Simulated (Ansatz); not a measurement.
C2H2F3I: molecular dynamics

The run: molecular dynamics of C2H2F3I. Method and program: RKS BLYP-d3bj/def2-SVP (Ansatz 0.2.0).

The geometry comes from this level: PBE0-D4/def2-TZVP. Figures and captions count atoms from 1; the log counts them from 0 in places.

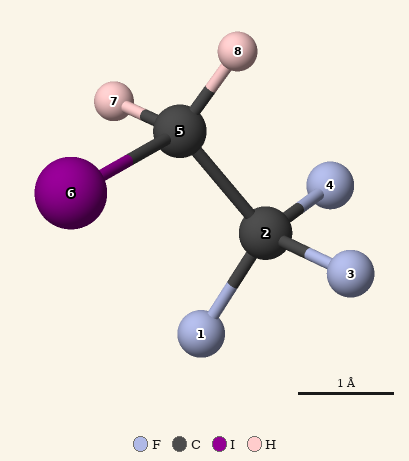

Fig. 1: The input geometry (ball-and-stick view, seen at a tilt; atoms are numbered from 1 in the order of the input). Bond lengths as drawn: C–C 1.51 Å, C–F 1.33 to 1.34 Å, C–H 1.09 Å and C–I 2.12 Å.

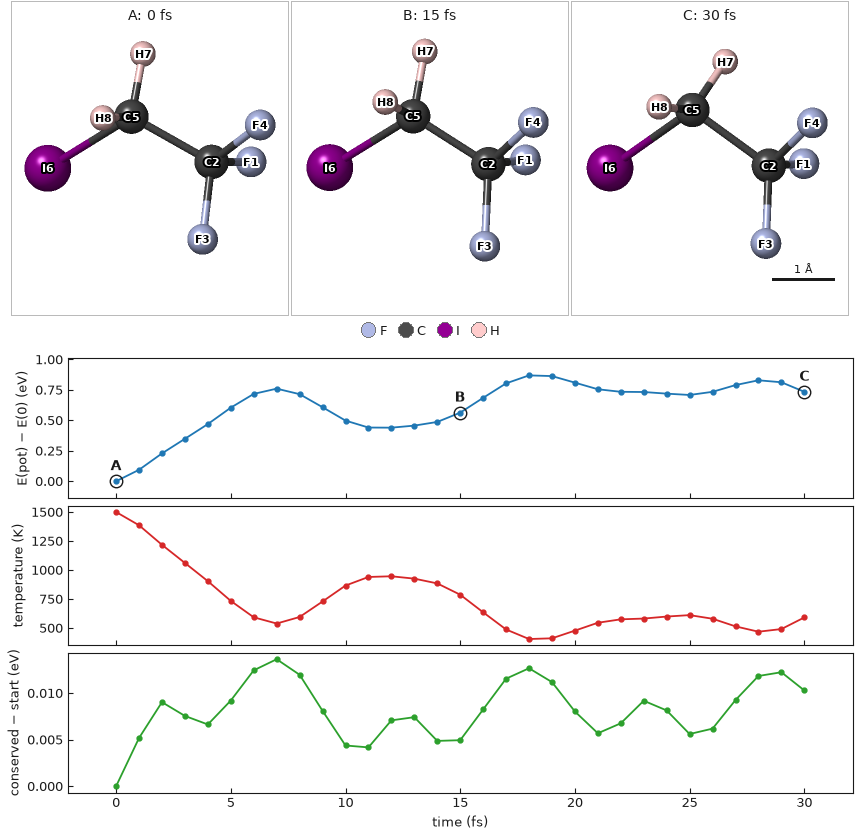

Fig. 2: Frames of the molecular dynamics (ball-and-stick, seen at a tilt) above the curves, on which the letters mark them. The trajectory kept here has 31 frames over 30 fs. The temperature starts at 1500 K, ranges from 405 to 1500 K and averages 547 K over the second half. The potential energy ends 0.734 eV above its first value. The conserved quantity stays within 0.014 eV. After an unweighted best fit of the last frame on the first, the root-mean-square displacement is 0.18 Å, and H7 has moved furthest (0.34 Å).

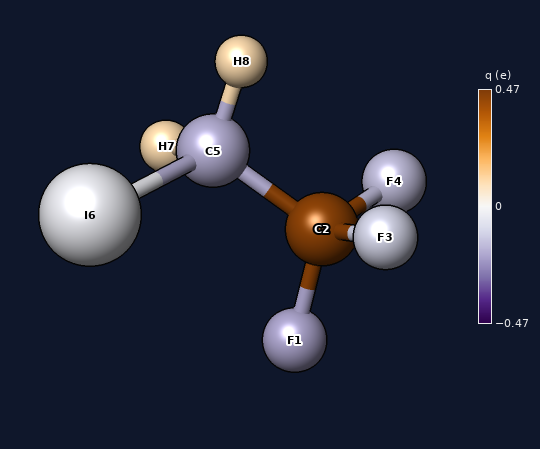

Fig. 3: Mulliken charges, as the colour of each atom (ball-and-stick view, seen at a tilt; atoms are numbered from 1 in the order of the input). By element: F −0.19 to −0.10, C −0.18 to +0.44, I −0.03 and H +0.10 e.

These pictures come from the run below.

### Input file
```yaml
crystal:
  periodic: [false, false, false]
  atoms:
    - {symbol: F, position_ang: [-0.628145, -1.042377, 1.244164]}
    - {symbol: C, position_ang: [0.243812, -0.664083, 0.309135]}
    - {symbol: F, position_ang: [1.417352, -0.449512, 0.904499]}
    - {symbol: F, position_ang: [0.404417, -1.699597, -0.531121]}
    - {symbol: C, position_ang: [-0.232908, 0.530976, -0.475789]}
    - {symbol: I, position_ang: [-0.533089, 2.255324, 0.725806]}
    - {symbol: H, position_ang: [-1.181730, 0.289440, -0.947835]}
    - {symbol: H, position_ang: [0.510312, 0.779830, -1.228866]}
basis:
  gaussian: {orbitals: def2-SVP}
hamiltonian: {xc: {name: BLYP}, dispersion: d3bj}
md: {timestep: 1 fs, n_steps: 30, ensemble: nvt_nose_hoover, temperature: 1500, initial_velocities: maxwell_boltzmann, seed: 898}
```

Run as:
```bash
ansatz run in.yaml --threads 4 --pin off --events-out ev --progress --plain --max-ram 10444MiB
```

### What the program printed
```
Functional definition: BLYP
  name "BLYP"
  cite "Becke, Phys. Rev. A 38, 3098 (1988) doi:10.1103/PhysRevA.38.3098"
  cite "Lee, Yang & Parr, Phys. Rev. B 37, 785 (1988) doi:10.1103/PhysRevB.37.785"
  parameter beta = 0.0042
  parameter a = 0.04918
  parameter b = 0.132
  parameter c = 0.2533
  parameter d = 0.349
  exchange = b88_x(beta = beta)
  correlation = lyp_c(a = a, b = b, c = c, d = d)
1192 factors; their error is unknown
mean field evaluation 1: about -18340.6153 eV, gradient 5.7e1 eV
mean field evaluation 2: about -18329.2501 eV, gradient 8.5e1 eV
mean field evaluation 4: about -18347.1289 eV, gradient 5.2e0 eV
mean field evaluation 8: about -18347.1853 eV, gradient 1.6e-1 eV
mean field evaluation 16: about -18347.1246 eV, gradient 2.8e-4 eV
mean field -18347.12455919 eV, -674.2443914225 hartree, gradient 1.3e-5 eV, S^2 0.000000; 0 other end points of the search recorded, 0 dependent functions left out
the calculation of the forces begins
reference -18347.12482134 eV, -674.2444010564 hartree; 33, 33 occupied and 73, 73 virtual orbitals, 1192 factors
md step     0: t =     0.00 fs  T =  1500.0 K  F+E_penalty+E_count = -18347.50719025 eV  E_kin = 1.163340 eV  conserved = -18346.34385026 eV  (28 SCF iters)
these checks for a lower state are left out or cut short: starts, cluster_reference, orbital_swaps, neighbouring_geometries, increment
1192 factors; their error is unknown
mean field -18347.02928071 eV, -674.2408900029 hartree, gradient 1.7e-5 eV, S^2 0.000000; 0 other end points of the search recorded, 0 dependent functions left out
the calculation of the forces begins
reference -18347.02954190 eV, -674.2408996014 hartree; 33, 33 occupied and 73, 73 virtual orbitals, 1192 factors
md step     1: t =     1.00 fs  T =  1385.7 K  F+E_penalty+E_count = -18347.41336749 eV  E_kin = 1.074702 eV  conserved = -18346.33866738 eV  (30 SCF iters, 3 dispersion substeps)
[... from here on the SCF iterations and repeated set-up lines of each step are left out, up to the last step ...]
md step     2: t =     2.00 fs  T =  1217.1 K  F+E_penalty+E_count = -18347.27873939 eV  E_kin = 0.943941 eV  conserved = -18346.33481860 eV  (31 SCF iters, 3 dispersion substeps)
md step     3: t =     3.00 fs  T =  1060.6 K  F+E_penalty+E_count = -18347.15875875 eV  E_kin = 0.822529 eV  conserved = -18346.33629821 eV  (30 SCF iters, 3 dispersion substeps)
md step     4: t =     4.00 fs  T =   903.5 K  F+E_penalty+E_count = -18347.03778718 eV  E_kin = 0.700724 eV  conserved = -18346.33721702 eV  (30 SCF iters, 3 dispersion substeps)
md step     5: t =     5.00 fs  T =   733.3 K  F+E_penalty+E_count = -18346.90306334 eV  E_kin = 0.568695 eV  conserved = -18346.33464410 eV  (30 SCF iters, 3 dispersion substeps)
md step     6: t =     6.00 fs  T =   592.0 K  F+E_penalty+E_count = -18346.79010950 eV  E_kin = 0.459135 eV  conserved = -18346.33140081 eV  (30 SCF iters, 3 dispersion substeps)
md step     7: t =     7.00 fs  T =   538.3 K  F+E_penalty+E_count = -18346.74705201 eV  E_kin = 0.417452 eV  conserved = -18346.33020751 eV  (30 SCF iters, 3 dispersion substeps)
md step     8: t =     8.00 fs  T =   594.7 K  F+E_penalty+E_count = -18346.79224541 eV  E_kin = 0.461213 eV  conserved = -18346.33187925 eV  (32 SCF iters, 3 dispersion substeps)
md step     9: t =     9.00 fs  T =   728.4 K  F+E_penalty+E_count = -18346.89949223 eV  E_kin = 0.564926 eV  conserved = -18346.33575403 eV  (30 SCF iters, 3 dispersion substeps)
md step    10: t =    10.00 fs  T =   865.7 K  F+E_penalty+E_count = -18347.00919681 eV  E_kin = 0.671386 eV  conserved = -18346.33947382 eV  (30 SCF iters, 3 dispersion substeps)
md step    11: t =    11.00 fs  T =   939.8 K  F+E_penalty+E_count = -18347.06629121 eV  E_kin = 0.728874 eV  conserved = -18346.33967754 eV  (31 SCF iters, 3 dispersion substeps)
md step    12: t =    12.00 fs  T =   945.8 K  F+E_penalty+E_count = -18347.06737074 eV  E_kin = 0.733536 eV  conserved = -18346.33677371 eV  (30 SCF iters, 3 dispersion substeps)
md step    13: t =    13.00 fs  T =   925.4 K  F+E_penalty+E_count = -18347.05046933 eV  E_kin = 0.717705 eV  conserved = -18346.33643249 eV  (31 SCF iters, 3 dispersion substeps)
md step    14: t =    14.00 fs  T =   884.3 K  F+E_penalty+E_count = -18347.02036570 eV  E_kin = 0.685812 eV  conserved = -18346.33898102 eV  (31 SCF iters, 3 dispersion substeps)
md step    15: t =    15.00 fs  T =   786.9 K  F+E_penalty+E_count = -18346.94400992 eV  E_kin = 0.610287 eV  conserved = -18346.33890635 eV  (31 SCF iters, 3 dispersion substeps)
md step    16: t =    16.00 fs  T =   635.2 K  F+E_penalty+E_count = -18346.82236358 eV  E_kin = 0.492642 eV  conserved = -18346.33560102 eV  (31 SCF iters, 3 dispersion substeps)
md step    17: t =    17.00 fs  T =   487.0 K  F+E_penalty+E_count = -18346.70352586 eV  E_kin = 0.377707 eV  conserved = -18346.33229839 eV  (30 SCF iters, 3 dispersion substeps)
md step    18: t =    18.00 fs  T =   404.7 K  F+E_penalty+E_count = -18346.63804743 eV  E_kin = 0.313872 eV  conserved = -18346.33117871 eV  (30 SCF iters, 3 dispersion substeps)
md step    19: t =    19.00 fs  T =   410.8 K  F+E_penalty+E_count = -18346.64371982 eV  E_kin = 0.318587 eV  conserved = -18346.33266296 eV  (31 SCF iters, 3 dispersion substeps)
md step    20: t =    20.00 fs  T =   477.0 K  F+E_penalty+E_count = -18346.69763059 eV  E_kin = 0.369965 eV  conserved = -18346.33582186 eV  (31 SCF iters, 3 dispersion substeps)
md step    21: t =    21.00 fs  T =   545.1 K  F+E_penalty+E_count = -18346.75195339 eV  E_kin = 0.422722 eV  conserved = -18346.33816225 eV  (31 SCF iters, 3 dispersion substeps)
md step    22: t =    22.00 fs  T =   574.5 K  F+E_penalty+E_count = -18346.77284615 eV  E_kin = 0.445593 eV  conserved = -18346.33709025 eV  (31 SCF iters, 3 dispersion substeps)
md step    23: t =    23.00 fs  T =   581.1 K  F+E_penalty+E_count = -18346.77454787 eV  E_kin = 0.450709 eV  conserved = -18346.33466791 eV  (31 SCF iters, 3 dispersion substeps)
md step    24: t =    24.00 fs  T =   598.5 K  F+E_penalty+E_count = -18346.78797338 eV  E_kin = 0.464164 eV  conserved = -18346.33571014 eV  (31 SCF iters, 3 dispersion substeps)
md step    25: t =    25.00 fs  T =   610.8 K  F+E_penalty+E_count = -18346.79890614 eV  E_kin = 0.473720 eV  conserved = -18346.33824347 eV  (31 SCF iters, 3 dispersion substeps)
md step    26: t =    26.00 fs  T =   579.6 K  F+E_penalty+E_count = -18346.77293283 eV  E_kin = 0.449524 eV  conserved = -18346.33766290 eV  (31 SCF iters, 3 dispersion substeps)
md step    27: t =    27.00 fs  T =   513.8 K  F+E_penalty+E_count = -18346.71768875 eV  E_kin = 0.398502 eV  conserved = -18346.33459481 eV  (31 SCF iters, 3 dispersion substeps)
md step    28: t =    28.00 fs  T =   467.8 K  F+E_penalty+E_count = -18346.67829330 eV  E_kin = 0.362780 eV  conserved = -18346.33200925 eV  (30 SCF iters, 3 dispersion substeps)
md step    29: t =    29.00 fs  T =   490.6 K  F+E_penalty+E_count = -18346.69450390 eV  E_kin = 0.380512 eV  conserved = -18346.33160453 eV  (30 SCF iters, 3 dispersion substeps)
these checks for a lower state are left out or cut short: starts, cluster_reference, orbital_swaps, neighbouring_geometries, increment
1192 factors; their error is unknown
mean field -18346.38671251 eV, -674.2172760573 hartree, gradient 2.1e-5 eV, S^2 0.000000; 0 other end points of the search recorded, 0 dependent functions left out
the calculation of the forces begins
reference -18346.38697233 eV, -674.2172856055 hartree; 33, 33 occupied and 73, 73 virtual orbitals, 1192 factors
1192 factors; their error is unknown
mean field evaluation 256: about -18346.1936 eV, gradient 1.0e1 eV
mean field -18346.38671251 eV, -674.2172760573 hartree, gradient 2.5e-5 eV, S^2 0.000000; 1 other end points of the search recorded, 0 dependent functions left out
the calculation of the forces begins
reference -18346.38697233 eV, -674.2172856055 hartree; 33, 33 occupied and 73, 73 virtual orbitals, 1192 factors
md step    30: t =    30.00 fs  T =   590.7 K  F+E_penalty+E_count = -18346.77273987 eV  E_kin = 0.458111 eV  conserved = -18346.33356156 eV  (30 SCF iters, 3 dispersion substeps)
Total energy: -18346.77299969 eV, -674.2314718491 hartree
Atom 0 at    -0.693678    -0.895690     1.316734 Å, force     1.400802    -0.435172    -1.208901 eV/Å
Atom 1 at     0.294840    -0.609592     0.335012 Å, force    -1.093325     0.440200    -0.522931 eV/Å
Atom 2 at     1.464956    -0.491287     0.962111 Å, force     0.001258     0.267119     0.021340 eV/Å
Atom 3 at     0.414637    -1.579558    -0.610090 Å, force     0.093783    -1.553245     0.653483 eV/Å
Atom 4 at    -0.288942     0.504072    -0.569005 Å, force     0.186471    -0.207055     2.002768 eV/Å
Atom 5 at    -0.529624     2.220892     0.722985 Å, force    -0.191447     1.084841     0.167540 eV/Å
Atom 6 at    -1.324919     0.020431    -0.582893 Å, force     0.876798     1.100950    -1.490097 eV/Å
Atom 7 at     0.422258     0.815176    -1.401485 Å, force    -1.274339    -0.697638     0.376797 eV/Å
Dipole moment:    -0.000478     0.023459    -0.293578 e Å
```

### Trajectory as extended XYZ (Å, eV, eV/Å), 12 of the 31 frames kept, from step=0 to step=30
```
8
Properties=species:S:1:pos:R:3:forces:R:3 step=0 time_fs=0.0 energy=-18347.50719 temperature=1500.0
F    -0.6281   -1.0424    1.2442   -0.7904  -0.2467   0.7708
C     0.2438   -0.6641    0.3091   -0.0732   0.1482  -0.1823
F     1.4174   -0.4495    0.9045    0.9906   0.2695   0.4751
F     0.4044   -1.6996   -0.5311    0.1063  -0.8106  -0.7743
C    -0.2329    0.5310   -0.4758    0.0457  -0.2139  -0.0982
I    -0.5331    2.2553    0.7258   -0.1637   0.8548   0.5061
H    -1.1817    0.2894   -0.9478   -0.4632  -0.1181  -0.2813
H     0.5103    0.7798   -1.2289    0.3477   0.1169  -0.4160
8
Properties=species:S:1:pos:R:3:forces:R:3 step=3 time_fs=3.0 energy=-18347.15876 temperature=1060.6
F    -0.6355   -1.0070    1.2348   -1.6925  -1.2095   1.9998
C     0.2122   -0.6853    0.3219    2.2904   2.4551  -0.6892
F     1.4514   -0.4537    0.9182   -0.5196  -0.0547  -0.0553
F     0.4056   -1.6633   -0.5402   -0.0185  -1.7297  -0.9894
C    -0.2539    0.5359   -0.4659    0.5786  -0.7098   1.4975
I    -0.5320    2.2462    0.7220   -0.1620   1.4258   1.0359
H    -1.2574    0.3266   -0.7680   -0.7400  -0.2689  -1.3492
H     0.5507    0.8087   -1.1142    0.2636   0.0917  -1.4500
8
Properties=species:S:1:pos:R:3:forces:R:3 step=5 time_fs=5.0 energy=-18346.90306 temperature=733.3
F    -0.6444   -0.9861    1.2333   -1.9551  -1.6377   2.4840
C     0.1991   -0.6907    0.3278    3.1604   3.2059  -0.9946
F     1.4731   -0.4565    0.9274   -1.1963  -0.1742  -0.2644
F     0.4065   -1.6433   -0.5487   -0.0777  -2.0518  -0.9494
C    -0.2657    0.5367   -0.4538    0.1983  -0.6565   0.2301
I    -0.5313    2.2407    0.7199   -0.1565   1.7666   1.3274
H    -1.3440    0.3385   -0.7085    1.0983  -0.0429  -1.1283
H     0.5918    0.8328   -1.1028   -1.0714  -0.4095  -0.7047
8
Properties=species:S:1:pos:R:3:forces:R:3 step=8 time_fs=8.0 energy=-18346.79225 temperature=594.7
F    -0.6649   -0.9611    1.2403   -1.2864  -1.7034   2.0457
C     0.1985   -0.6798    0.3311    3.0354   2.7730  -0.6088
F     1.5010   -0.4614    0.9401   -1.8924  -0.2089  -0.5199
F     0.4073   -1.6209   -0.5649   -0.1424  -1.9386  -0.5581
C    -0.2821    0.5342   -0.4350    0.2453  -0.2595  -0.8955
I    -0.5304    2.2334    0.7174   -0.1600   2.0904   1.5351
H    -1.3891    0.3524   -0.6981    1.7730  -0.1248  -0.8425
H     0.5717    0.8374   -1.1313   -1.5724  -0.6283  -0.1561
8
Properties=species:S:1:pos:R:3:forces:R:3 step=11 time_fs=11.0 energy=-18347.06629 temperature=939.8
F    -0.6911   -0.9437    1.2563    0.1632  -1.2526   0.7560
C     0.2193   -0.6496    0.3303    1.8467   0.9723   0.3553
F     1.5203   -0.4673    0.9503   -2.3061  -0.1071  -0.7439
F     0.4076   -1.6072   -0.5836   -0.1543  -1.2853   0.0930
C    -0.2964    0.5297   -0.4217    1.1133   0.1394  -0.3493
I    -0.5296    2.2275    0.7160   -0.1944   2.1751   1.4505
H    -1.3018    0.3528   -0.7616   -0.5383  -0.6187  -0.7542
H     0.4308    0.7936   -1.1817    0.0700  -0.0231  -0.8075
8
Properties=species:S:1:pos:R:3:forces:R:3 step=14 time_fs=14.0 energy=-18347.02037 temperature=884.3
F    -0.7166   -0.9320    1.2759    1.4400  -0.6966  -0.3046
C     0.2534   -0.6124    0.3317    0.5338  -1.1046   0.7857
F     1.5292   -0.4736    0.9573   -2.3696   0.0704  -0.8269
F     0.4072   -1.5993   -0.6018   -0.0732  -0.5269   0.7633
C    -0.3032    0.5264   -0.4118    0.7840   0.5761  -1.5345
I    -0.5290    2.2231    0.7156   -0.2727   2.0961   1.1833
H    -1.2475    0.3023   -0.8850   -0.9477  -0.6871   0.2244
H     0.2896    0.7453   -1.2943    0.9054   0.2724  -0.2908
8
Properties=species:S:1:pos:R:3:forces:R:3 step=16 time_fs=16.0 energy=-18346.82236 temperature=635.2
F    -0.7303   -0.9261    1.2885    2.0027  -0.4091  -0.7155
C     0.2789   -0.5910    0.3356   -0.3177  -2.0756   0.6213
F     1.5291   -0.4777    0.9598   -2.1517   0.1833  -0.7484
F     0.4067   -1.5957   -0.6123    0.0304  -0.1583   1.1189
C    -0.3043    0.5262   -0.4106   -0.1265   0.4433  -3.7780
I    -0.5286    2.2210    0.7157   -0.3357   2.0244   1.0192
H    -1.2583    0.2358   -0.9634    0.3248  -0.1766   1.4124
H     0.2358    0.7252   -1.3880    0.5735   0.1687   1.0701
8
Properties=species:S:1:pos:R:3:forces:R:3 step=19 time_fs=19.0 energy=-18346.64372 temperature=410.8
F    -0.7431   -0.9187    1.3046    2.4798  -0.1344  -1.0705
C     0.3144   -0.5717    0.3447   -1.7622  -2.4144  -0.1458
F     1.5211   -0.4830    0.9610   -1.4291   0.2985  -0.4264
F     0.4062   -1.5906   -0.6236    0.2105   0.0561   1.4372
C    -0.3067    0.5281   -0.4315   -0.1919  -0.2888  -3.6948
I    -0.5283    2.2189    0.7166   -0.4204   1.8566   0.7684
H    -1.2494    0.1280   -0.9773    0.5523   0.3665   1.7114
H     0.1961    0.7079   -1.4483    0.5610   0.2597   1.4204
8
Properties=species:S:1:pos:R:3:forces:R:3 step=22 time_fs=22.0 energy=-18346.77285 temperature=574.5
F    -0.7447   -0.9119    1.3159    2.6192  -0.0285  -1.2883
C     0.3372   -0.5692    0.3527   -3.0052  -1.7995  -1.0114
F     1.5067   -0.4871    0.9602   -0.4223   0.3219   0.0526
F     0.4066   -1.5855   -0.6284    0.3295  -0.0969   1.5039
C    -0.3099    0.5281   -0.4768    0.8824  -0.6300   0.3755
I    -0.5283    2.2181    0.7179   -0.4596   1.6038   0.5113
H    -1.2057    0.0458   -0.8549   -1.0303   0.1121   0.3618
H     0.2087    0.7142   -1.4025    1.0863   0.5171  -0.5053
8
Properties=species:S:1:pos:R:3:forces:R:3 step=25 time_fs=25.0 energy=-18346.79891 temperature=610.8
F    -0.7344   -0.9053    1.3213    2.4406  -0.0943  -1.3699
C     0.3390   -0.5797    0.3537   -3.2085  -0.9556  -1.3685
F     1.4901   -0.4897    0.9596    0.2927   0.2835   0.3843
F     0.4084   -1.5808   -0.6265    0.3328  -0.5012   1.3755
C    -0.3073    0.5237   -0.5214    1.0276  -0.7917   1.8371
I    -0.5286    2.2184    0.7196   -0.4063   1.3743   0.3481
H    -1.2359   -0.0215   -0.6969   -0.6186   0.6174  -0.6565
H     0.3047    0.7602   -1.3855    0.1397   0.0677  -0.5501
8
Properties=species:S:1:pos:R:3:forces:R:3 step=27 time_fs=27.0 energy=-18346.71769 temperature=513.8
F    -0.7213   -0.9011    1.3215    2.1445  -0.2120  -1.3429
C     0.3273   -0.5909    0.3490   -2.6611  -0.3811  -1.2336
F     1.4796   -0.4907    0.9601    0.3535   0.2620   0.3638
F     0.4105   -1.5788   -0.6216    0.2703  -0.8826   1.1680
C    -0.3013    0.5177   -0.5441    0.6190  -0.8374   1.4635
I    -0.5289    2.2191    0.7209   -0.3300   1.2528   0.2734
H    -1.2912   -0.0416   -0.6183    0.6628   1.3099  -1.1029
H     0.3828    0.7976   -1.4036   -1.0589  -0.5117   0.4107
8
Properties=species:S:1:pos:R:3:forces:R:3 step=30 time_fs=30.0 energy=-18346.77274 temperature=590.7
F    -0.6937   -0.8957    1.3167    1.4008  -0.4352  -1.2089
C     0.2948   -0.6096    0.3350   -1.0933   0.4402  -0.5229
F     1.4650   -0.4913    0.9621    0.0013   0.2671   0.0213
F     0.4146   -1.5796   -0.6101    0.0938  -1.5532   0.6535
C    -0.2889    0.5041   -0.5690    0.1865  -0.2071   2.0028
I    -0.5296    2.2209    0.7230   -0.1914   1.0848   0.1675
H    -1.3249    0.0204   -0.5829    0.8768   1.1010  -1.4901
H     0.4223    0.8152   -1.4015   -1.2743  -0.6976   0.3768
```

### Results in brief

```tsv
quantity	value
outcome	finished
mean temperature over the second half	547 K
trajectory	30 steps, 30 fs
ensemble	nvt_nose_hoover
temperature in the input	1500 K
time step	1 fs
potential energy (last step)	−18346.7730 eV
mean-field energy (last step)	−18346.3870 eV
dispersion energy (last step)	−0.3860 eV
SCF solution under orbital rotations (last step)	stable
largest force (length of the vector) (last step)	2.050 eV/Å
dipole moment (last step)	1.41 D
hardware	4 threads of Arm Neoverse V2, 23 GiB of memory available, shared host
wall time	31 s (CPU time 1.9 min)
peak memory	0.46 GiB
```

### Remarks

So short a trajectory is not equilibrated. The temperature stays far from the 1500 K of the thermostat over the second half: the run isn't equilibrated.
